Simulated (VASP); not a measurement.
Band structure of Mg₅Ti (space group Amm2). These are PBEsol GGA, VASP's PBE PAW potentials (set 64) (plane waves; VASP) values and carry that method's errors.

The run has a spin-polarised start.

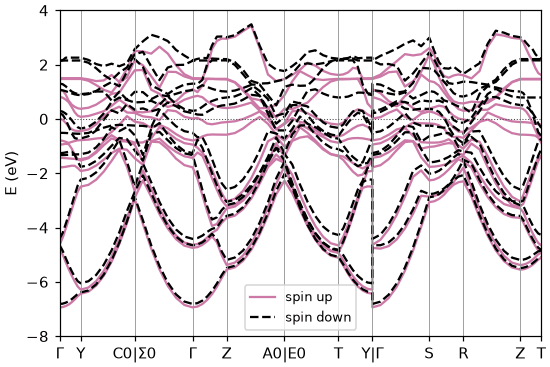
Figure. Bands along high-symmetry lines, zero at the valence-band maximum or, without a gap, the Fermi level

Q: Read the plot: is there a gap, and where are the band edges?

A: It has no gap at this level: it comes out as a metal or semimetal. (Edges off the drawn lines would not show.)

The structure comes from a computed database's Mg5Ti entry (Amm2); how it stands against other phases isn't given here. It was relaxed first.
